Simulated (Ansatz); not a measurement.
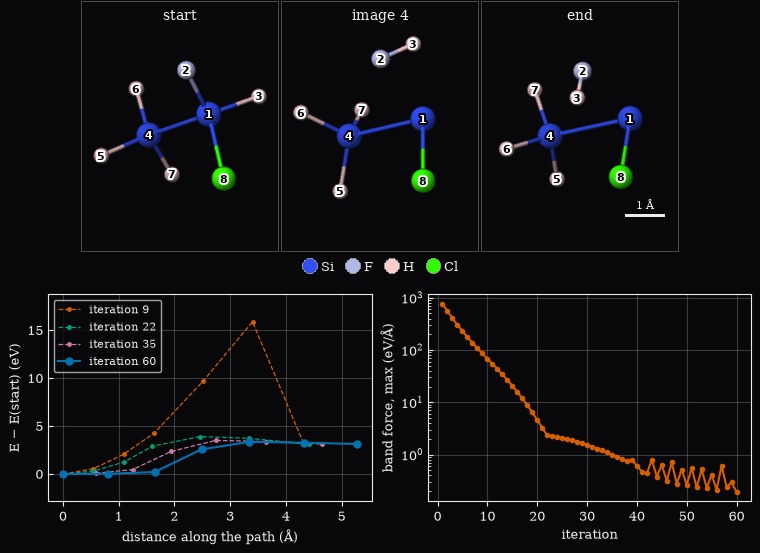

A nudged-elastic-band calculation for Si2H4ClF. Images are numbered from 0 (start) to 6 (end). The plot follows the band through its iterations. A ball-and-stick model, seen from a free direction.

All numbers below come from RKS B3LYP/6-31G* in Ansatz 0.2.0. Settings: 5 movable images; climbing image; force threshold 0.03 eV/Å; iteration limit 60; optimiser L-BFGS; largest step 0.02 Å; starting path through a guess of the saddle point.

Q: Did the band converge, and can the barrier be trusted?

A: The result isn't final. The band hadn't converged when the run stopped after 60 iterations. The largest component of the band force went from 770 to 0.19 eV/Å. The barrier read from it is provisional, though the highest image hardly moved in the last two iterations. The step length is far from the usual. The first iteration put the highest image at 118.12 eV. Forward barrier 3.36 eV, backward barrier 0.22 eV, with image 4 at the top; the reaction energy is +3.13 eV.

Cost: 6 min on 1 thread of AMD EPYC 9R45 96-Core Processor (Zen 5) (shared host), peak memory 0.18 GiB.
